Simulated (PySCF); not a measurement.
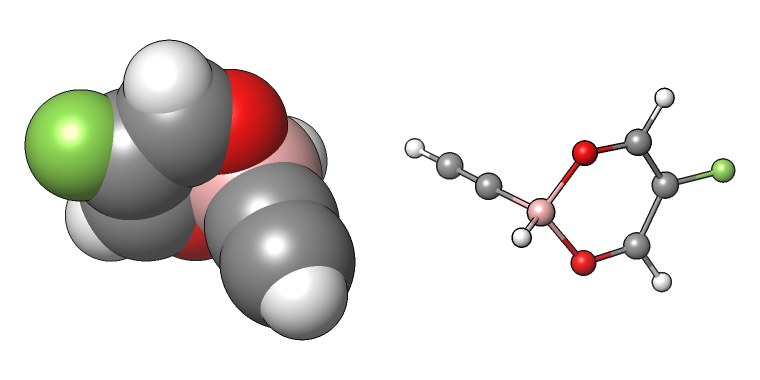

The same structure drawn twice, from different directions. Colours: carbon grey, boron pink, oxygen red, fluorine green, hydrogen white.

The computed structure is the end point of a GFN2-xTB optimisation. No frequency run is at hand to confirm it as a minimum.

**Count the atoms of each element.**

C5H4BFO2, 13 atoms: 5 carbon, 4 hydrogen, 1 boron, 1 fluorine and 2 oxygen.

**Give a SMILES string for it.**

C#C[B@@H-]1OC=C(F)C=[O+]1

**Count the bonded pairs by element.**

3 C–C, 3 C–H, 2 B–O, 2 C–O, 1 C–B, 1 C–F, 1 B–H.

**Name functional groups in it.**

Among them: alkene, alkyne, C–F bond, B–H bond.

The parts below concern this one geometry. Atoms keep their numbers from picture to picture.

## Electronic properties

No frequency run is at hand to confirm it as a minimum. Method: B3LYP/pcJ-1, gas phase (PySCF 2.14.0).

**Give the LUMO energy (Kohn–Sham orbital) at this level.**

−3.10 eV.

**Estimate the HOMO energy (Kohn–Sham orbital).**

−7.27 eV.

**What is the dipole moment?**

2.89 D.

## Spin–spin coupling

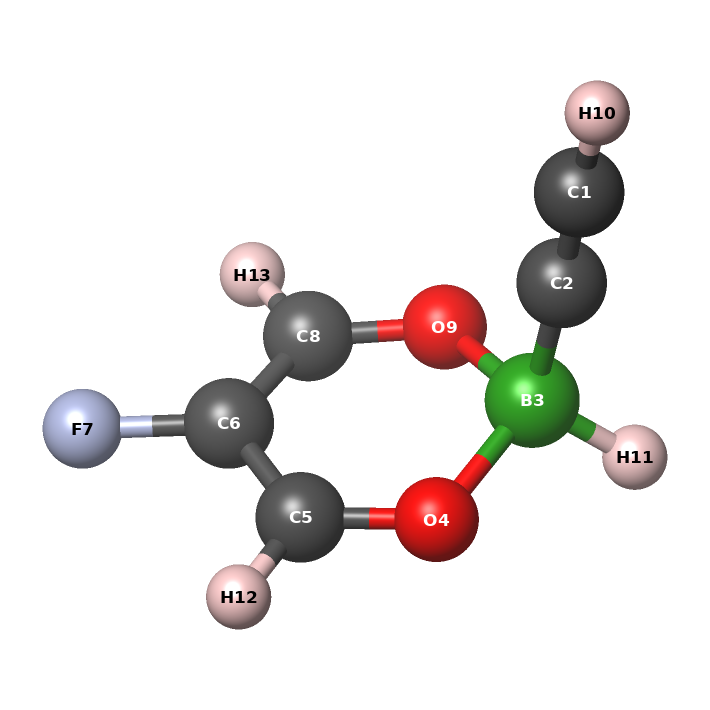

No frequency run is at hand to confirm it as a minimum. Level of theory: B3LYP/pcJ-1 indirect spin-spin coupling, non-relativistic, gas phase (PySCF 2.14.0). Isotopes: 11B, 13C, 19F, 1H, 17O.

Give the spin–spin coupling constants of these pairs, with the number of bonds between them: B3/O4, C6/F7, C1/B3, C5/F7, F7/H12.

```tsv
pair	bonds apart	J (Hz)
B3, O4	1	10.4
C6, F7	1	−290.1
C1, B3	2	20.6
C5, F7	2	24.3
F7, H12	3	0.8
```

Density functionals are unreliable for couplings to fluorine, so those rows may be far off.

## Quadrupole coupling

No frequency run is at hand to confirm it as a minimum. Electric field gradients from the ground-state density, B3LYP/pcJ-1 (PySCF 2.14.0), non-relativistic apart from any core potentials.

Give the largest field-gradient component, the quadrupole coupling constant and the asymmetry for 11B at B3 (Q = 40.59 mb), 17O at O4 (Q = −25.6 mb), 17O at O9 (Q = −25.6 mb).

| atom | V_zz (a.u.) | e²qQ/h (MHz) | η |
| --- | --- | --- | --- |
| B3 | −0.296 | −2.83 | 0.69 |
| O4 | 1.176 | −7.08 | 0.67 |
| O9 | 1.178 | −7.09 | 0.66 |

The geometry is semi-empirical. Around B such bond lengths and angles can be off by a tenth of an ångström or more and by several degrees, and values that hang on the shape move with them.
